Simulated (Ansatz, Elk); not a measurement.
**Bonding as seen by X-rays: KZr**

Structure refinements treat a crystal as free atoms side by side. For a made-up structure of KZr (cell and positions from a PBE relaxation) the runs below show what the calculated density changes in F(hkl).

Method: DFT, PBE, all-electron APW+lo, Dirac cores, scalar-relativistic bands, static density, no spin, in Elk 11.2.3 (patched build).

The structure was built from a prototype and need not be the compound's stable phase.

## 1. The starting structure

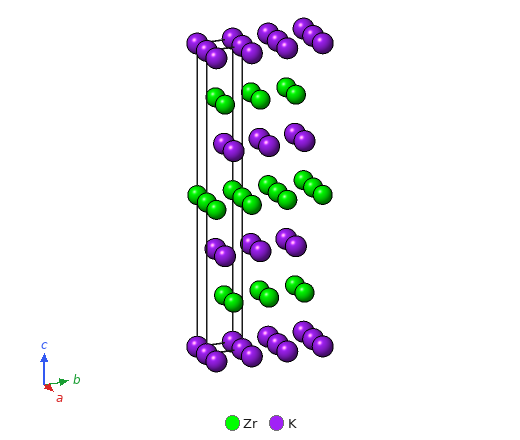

The cell as given, slightly off an axis (zirconium green, potassium purple). 2×3×1 cells are drawn. This picture shows the conventional cell, with its axes. Some periodic images of atoms are drawn too.

As a file:

```cif
data_structure
_symmetry_space_group_name_H-M 'P 1'
_symmetry_Int_Tables_number 1
_cell_length_a 7.2210
_cell_length_b 7.2210
_cell_length_c 7.2210
_cell_angle_alpha 25.863
_cell_angle_beta 25.863
_cell_angle_gamma 25.863
_cell_volume 63.10
loop_
_atom_site_label
_atom_site_type_symbol
_atom_site_fract_x
_atom_site_fract_y
_atom_site_fract_z
_atom_site_occupancy
Zr1 Zr 0.50000 0.50000 0.50000 1
K2 K 0.00000 0.00000 0.00000 1
```

## 2. Ground state and structure factors

An all-electron density is needed, since X-rays see the cores too. Task 0 finds the density and task 195 Fourier-transforms it; tshift is off so that phases refer to the origin typed.

The input, elk.in:

```
tasks
  0
  195

xctype
  20

spinpol
  .false.

rgkmax
  7.0

gmaxvr
  14.0

lmaxo
  7

lmaxapw
  8

swidth
  0.002

tshift
  .false.

ramdisk
  .false.

hmaxvr
  5.5

maxscl
  120

epspot
  1e-06

sppath
  './'

avec
  3.05372850423 1.76307097395 13.18226117335
  -3.05372850423 1.76307097395 13.18226117335
  0.00000000000 -3.52614194790 13.18226117335

atoms
  2
  'Zr.in'
  1
  0.5000000000 0.5000000000 0.5000000000   0.000000 0.000000 0.000000
  'K.in'
  1
  -0.0000000000 0.0000000000 0.0000000000   0.000000 0.000000 0.000000

ngridk
  8 8 8
```

Launch:

```
$ OMP_NUM_THREADS=4 elk
```

Numbers of over 12 decimals in the logs are rounded to 6 here.

Log:

```text
┌─────────────────────────┐
│ Elk code version 11.2.3 │
└─────────────────────────┘

All units are atomic (Hartree, Bohr, etc.)

┌─────────────────────────────────────────────────┐
│ Ground-state run starting from atomic densities │
└─────────────────────────────────────────────────┘

Lattice vectors :
   3.053728504       1.763070974       13.18226117
  -3.053728504       1.763070974       13.18226117
   0.000000000      -3.526141948       13.18226117

Reciprocal lattice vectors :
   1.028772744      0.5939622208      0.1588798063
  -1.028772744      0.5939622208      0.1588798063
  0.1885381784E-17  -1.187924442      0.1588798063

Unit cell volume      :    425.8350263
Brillouin zone volume :   0.5825030778

Muffin-tin inner radius fraction :   0.1000000000E-01

Nuclei treated as point charges

Species : 1 (Zr)
 parameters loaded from : Zr.in
 name : zirconium
 nuclear charge    :   -40.00000000
 electronic charge :    40.00000000
 atomic mass :    166291.1793
 muffin-tin radius :    2.600000000
 number of radial points in muffin-tin :   1193
 inner part over the whole radius :   0.9967875514E-02
 number on inner part of muffin-tin    :    848
 approximate nuclear radius :   0.8202877663E-04
 number of mesh points to nuclear radius :    417
 atomic positions (lattice), magnetic fields (Cartesian) :
  1 :   0.50000000  0.50000000  0.50000000    0.00000000  0.00000000  0.00000000

Species : 2 (K)
 parameters loaded from : K.in
 name : potassium
 nuclear charge    :   -19.00000000
 electronic charge :    19.00000000
 atomic mass :    71271.84090
 muffin-tin radius :    2.400000000
 number of radial points in muffin-tin :    993
 inner part over the whole radius :   0.9891652203E-02
 number on inner part of muffin-tin    :    697
 approximate nuclear radius :   0.6514746337E-04
 number of mesh points to nuclear radius :    319
 atomic positions (lattice), magnetic fields (Cartesian) :
  1 :   0.00000000  0.00000000  0.00000000    0.00000000  0.00000000  0.00000000

Total number of atoms per unit cell :    2
Total muffin-tin volume :    131.5280124
 ratio of muffin-tin to unit cell volume :   0.3088708169

Spin treatment :
 spin-unpolarised

Number of Bravais lattice symmetries :   12
Number of crystal symmetries         :   12
Crystal has inversion symmetry
Real symmetric eigensolver will be used

k-point grid :      8     8     8
k-point offset :    0.000000000       0.000000000       0.000000000
k-point set is reduced with full crystal symmetry group
Total number of k-points :       65

Muffin-tin radius times maximum |G+k| :    7.000000000
 using average radius
Maximum |G+k| for APW functions       :    2.800000000
Maximum (1/2)|G+k|²                   :    3.920000000
Maximum |G| for potential and density :    14.00000000
Constant for pseudocharge density :    9
 order of it for each species :   16  16
 order of it for pair densities of each species (exact exchange by exxq0 0: 17) :   11   9
Radial integration step length :    1

G-vector grid sizes :     63    63    63
Number of G-vectors :    19661

Maximum angular momentum used for
 APW functions            :    8
 outer part of muffin-tin :    7
 inner part of muffin-tin :    2

Total nuclear charge    :   -59.00000000
Total core charge       :    38.00000000
Total valence charge    :    21.00000000
Total excess charge     :    0.000000000
Total electronic charge :    59.00000000

Effective Wigner radius, rₛ :    1.198855721

Number of empty states         :      8
Total number of valence states :     19
Total number of core states    :     38

Third-order local-orbitals added for an l without core states : T
Total number of local-orbitals :     21

Exchange-correlation functional :     20     0     0
 Perdew-Burke-Ernzerhof, Phys. Rev. Lett. 77, 3865 (1996)
 gradient requirement :    1
 generalised gradient approximation (GGA)

Smearing type :    3
 Fermi-Dirac
Smearing width :   0.2000000000E-02
Effective electronic temperature (K) :    631.5500496

Mixing type :    3
[...]
Hartree                     :      1352.1755443730
 Madelung                    :     -5071.0944303648
 xc potential                :     -198.31443974793
 exchange                    :     -144.94707549514
 correlation                 :     -2.795549
 electron entropic           :    -0.78794814436114E-03
 total energy                :     -4201.7115087245

Density of states at Fermi energy :    59.75796040
 (states/Hartree/unit cell)

Estimated indirect band gap :   0.1793085024E-02
 from k-point 12 to k-point 27
Estimated direct band gap   :   0.3707783879E-02
 at k-point 7

Charges :
 core                        :    38.00000000
 valence                     :    21.00000000
 interstitial                :    3.501811175
 muffin-tins (core leakage)
  species : 1 (Zr)
   atom 1                    :    37.97378377     (  0.2595452930E-05)
  species : 2 (K)
   atom 1                    :    17.52440505     ( -0.1014491797E-06)
 total in muffin-tins        :    55.49818882
 total calculated charge     :    58.99989235
 total charge                :    59.00000000
 error                       :   0.1076523087E-03

RMS change in Kohn-Sham potential (target) :   0.2596079554     (  0.1000000000E-05)
Absolute change in total energy (target)   :   0.6126152370E-01 (  0.1000000000E-03)

[... loops 3 to 14 left out ...]

┌──────────────────┐
│ Loop number : 15 │
└──────────────────┘

Energies :
 Fermi                       :     0.180440
 sum of occupied eigenvalues :     -2484.9572341022
 electron kinetic            :      4325.1570172971
 core electron kinetic       :      4221.7781277147
 Coulomb                     :     -8378.6926902010
 Coulomb potential           :     -6617.9190393593
 nuclear-nuclear             :     -420.11118704562
 electron-nuclear            :     -9307.8080860572
 Hartree                     :      1349.2265829019
 Madelung                    :     -5069.7331705213
 xc potential                :     -192.19521204009
 exchange                    :     -144.93963862017
 correlation                 :     -2.796323
 electron entropic           :    -0.10682511750579E-02
 total energy                :     -4201.2727029642

Density of states at Fermi energy :    81.76772231
 (states/Hartree/unit cell)

Estimated indirect band gap :   0.5956016864E-03
 from k-point 18 to k-point 30
Estimated direct band gap   :   0.2156801764E-01
 at k-point 7

Charges :
 core                        :    38.00000000
 valence                     :    21.00000000
 interstitial                :    3.587884647
 muffin-tins (core leakage)
  species : 1 (Zr)
   atom 1                    :    37.78170362     (  0.2495514590E-05)
  species : 2 (K)
   atom 1                    :    17.63041173     ( -0.1011305351E-06)
 total in muffin-tins        :    55.41211535
 total calculated charge     :    58.99990662
 total charge                :    59.00000000
 error                       :   0.9338409199E-04

RMS change in Kohn-Sham potential (target) :   0.4841005759E-06 (  0.1000000000E-05)
Absolute change in total energy (target)   :   0.5226625854E-04 (  0.1000000000E-03)

Convergence targets achieved

┌──────────────────┐
│ Loop number : 16 │
└──────────────────┘

Energies :
 Fermi                       :     0.180439
 sum of occupied eigenvalues :     -2484.9572397086
 electron kinetic            :      4325.1570148138
 core electron kinetic       :      4221.7781232936
 Coulomb                     :     -8378.6926901517
 Coulomb potential           :     -6617.9190305330
 nuclear-nuclear             :     -420.11118704562
 electron-nuclear            :     -9307.8080948923
 Hartree                     :      1349.2265917861
 Madelung                    :     -5069.7331748853
 xc potential                :     -192.19522398939
 exchange                    :     -144.93963885014
 correlation                 :     -2.796323
 electron entropic           :    -0.10682500583123E-02
 total energy                :     -4201.2727056404

Density of states at Fermi energy :    81.76761138
 (states/Hartree/unit cell)

Estimated indirect band gap :   0.5956174159E-03
 from k-point 18 to k-point 30
Estimated direct band gap   :   0.2156792504E-01
 at k-point 7

Charges :
 core                        :    38.00000000
 valence                     :    21.00000000
 interstitial                :    3.587884368
 muffin-tins (core leakage)
  species : 1 (Zr)
   atom 1                    :    37.78170374     (  0.2495514043E-05)
  species : 2 (K)
   atom 1                    :    17.63041189     ( -0.1011307145E-06)
 total in muffin-tins        :    55.41211563
 total calculated charge     :    58.99990662
 total charge                :    59.00000000
 error                       :   0.9338419018E-04

┌──────────────────────────────┐
│ Self-consistent loop stopped │
└──────────────────────────────┘

Wrote STATE.OUT
```

It took 17 s on 4 threads of Arm Neoverse V2, shared host; peak memory 0.2 GiB.

SFACRHO.OUT:

```text

h k l indices transformed by vhmat matrix:
   1.000000000       0.000000000       0.000000000    
   0.000000000       1.000000000       0.000000000    
   0.000000000       0.000000000       1.000000000    

      h      k      l  multipl.   |H|            Re(F)            Im(F)           |F|

      0      0      0      1   0.0000000       59.000000     -0.13378008E-15   59.000000    
     -1     -1     -1      2  0.47663942      -20.480283     -0.13115159E-13   20.480283    
     -2     -2     -2      2  0.95327884       49.392905      0.24794597E-13   49.392905    
      1      0      0      6   1.1985021      -17.748425      0.39062354E-14   17.748425    
     -1      0     -1      6   1.2296892       46.024418      0.79313937E-14   46.024418    
      1      2      1      6   1.3472376       44.810744     -0.15371272E-13   44.810744    
      1      2      2      6   1.4290676      -17.348900     -0.34555295E-13   17.348900    
      3      3      3      2   1.4299183      -17.429110      0.33940004E-13   17.429110    
     -3     -2     -2      6   1.6272865      -16.939846     -0.25456554E-13   16.939846    
     -3     -3     -2      6   1.7397423       40.683373      0.28109411E-13   40.683373    
     -4     -4     -4      2   1.9065577       39.006085      0.40625778E-13   39.006085    
      4      3      3      6   1.9837953       38.260047     -0.12986770E-12   38.260047    
     -1      1      0      6   2.0575455       37.525630      0.26062029E-16   37.525630    
      0     -1     -2     12   2.1120319      -15.856022     -0.98136963E-14   15.856022    
     -4     -3     -4      6   2.1131830      -15.857059     -0.12943957E-12   15.857059    
      1      3      2     12   2.2676494       35.708398     -0.18966432E-13   35.708398    
      1     -1     -1      6   2.3811553      -15.206293     -0.31999247E-14   15.206293    
      4      5      4      6   2.3826868      -15.204171      0.12879584E-12   15.204171
```

Elk indexes on the primitive cell of elk.in and gives |H| = 4π sin θ/λ in inverse bohr. Below, one row stands for each form hkl of the conventional cell (m members, Friedel mates merged), F is for one primitive cell and the density is static (no thermal factor). Free-atom factors are Waasmaier and Kirfel's, and R is Σm||F|−|F'||/Σm|F|.

| hkl | m | sin θ/λ (Å⁻¹) | abs F, DFT | neutral atoms | diff. |
| --- | --- | --- | --- | --- | --- |
| 003 | 2 | 0.072 | 20.480 | 20.284 | +0.197 |
| 006 | 2 | 0.143 | 49.393 | 49.512 | -0.119 |
| 101 | 6 | 0.180 | 17.748 | 17.950 | -0.202 |
| 012 | 6 | 0.185 | 46.024 | 46.242 | -0.218 |
| 104 | 6 | 0.203 | 44.811 | 44.899 | -0.088 |
| 015 | 6 | 0.215 | 17.349 | 17.421 | -0.072 |
| 009 | 2 | 0.215 | 17.429 | 17.419 | +0.010 |
| 107 | 6 | 0.245 | 16.940 | 16.980 | -0.040 |
| 018 | 6 | 0.262 | 40.683 | 40.626 | +0.057 |
| 0 0 12 | 2 | 0.287 | 39.006 | 38.939 | +0.067 |
| 1 0 10 | 6 | 0.298 | 38.260 | 38.191 | +0.069 |
| 110 | 6 | 0.309 | 37.526 | 37.497 | +0.029 |
| 113 | 12 | 0.318 | 15.856 | 15.845 | +0.011 |
| 0 1 11 | 6 | 0.318 | 15.857 | 15.842 | +0.015 |
| 116 | 12 | 0.341 | 35.708 | 35.637 | +0.071 |
| 021 | 6 | 0.358 | 15.206 | 15.194 | +0.012 |
| 1 0 13 | 6 | 0.358 | 15.204 | 15.191 | +0.014 |
| 0 0 15 | 2 | 0.358 | 15.176 | 15.189 | -0.013 |
| 202 | 6 | 0.360 | 34.640 | 34.582 | +0.058 |
| 024 | 6 | 0.370 | 34.163 | 34.098 | +0.065 |
| 205 | 6 | 0.377 | 14.916 | 14.896 | +0.021 |
| 119 | 12 | 0.377 | 14.932 | 14.895 | +0.037 |

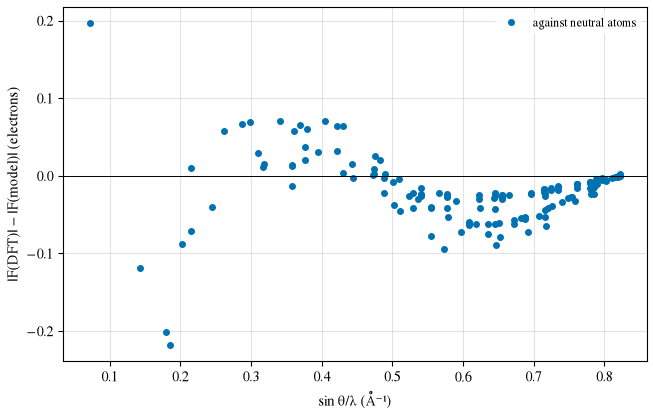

Difference between the calculated structure factors and the independent-atom ones.

## 3. The highest occupied states alone

An energy window below the Fermi level keeps the highest occupied states, to see at which angles they scatter; shallow core shells can lie inside it and anion s states outside. No new self-consistency is needed.

elk.in: that of step 2 with these lines changed.

```diff
@@ -1,3 +1,2 @@
 tasks
-  0
   195
@@ -40,2 +39,5 @@
 
+wsfac
+  -0.187050 0.480440
+
 sppath
```

Launch:

```
$ OMP_NUM_THREADS=4 elk
```

Log:

```text
┌─────────────────────────────────┐
│ Elk code version 11.2.3 started │
└─────────────────────────────────┘

Info(readinput): the functional depends on the density's gradient
 muffin-tin radial points multiplied by    2.00000
 (not where nrmtscf is given)

┌────────────────────┐
│ Current task : 195 │
└────────────────────┘

Info(sfacrho): density structure factors written to SFACRHO.OUT

 Energy window :  -0.1870500000      0.4804400000

┌──────────────────┐
│ Elk code stopped │
└──────────────────┘
```

Elapsed: 4.5 s, on 4 threads; peak memory 0.18 GiB; 5.7 s of CPU time.

States within 10 eV below the Fermi level hold 5.00 electrons; any levels below the window count with the cores. Their amplitudes can exceed the total, where window and core parts have opposite phase:

| hkl | sin θ/λ (Å⁻¹) | abs F, window | abs F, all |
| --- | --- | --- | --- |
| 003 | 0.072 | 2.533 | 20.480 |
| 006 | 0.143 | 0.763 | 49.393 |
| 101 | 0.180 | 0.264 | 17.748 |
| 012 | 0.185 | 0.262 | 46.024 |
| 104 | 0.203 | 0.288 | 44.811 |
| 015 | 0.215 | 0.194 | 17.349 |
| 009 | 0.215 | 0.307 | 17.429 |
| 107 | 0.245 | 0.125 | 16.940 |
| 018 | 0.262 | 0.230 | 40.683 |
| 0 0 12 | 0.287 | 0.165 | 39.006 |

(Part 1 of 2 ends here.)

[Logs are printed without paths, hosts, clocks, repeated set-up lines and the standing remarks that a program may print on its own settings, such as how far it seeks lower states.]

[Hosts, paths, dates, database ids (printed as entryN), source tags and the programs' standing remarks are cut or masked in the printed files.]
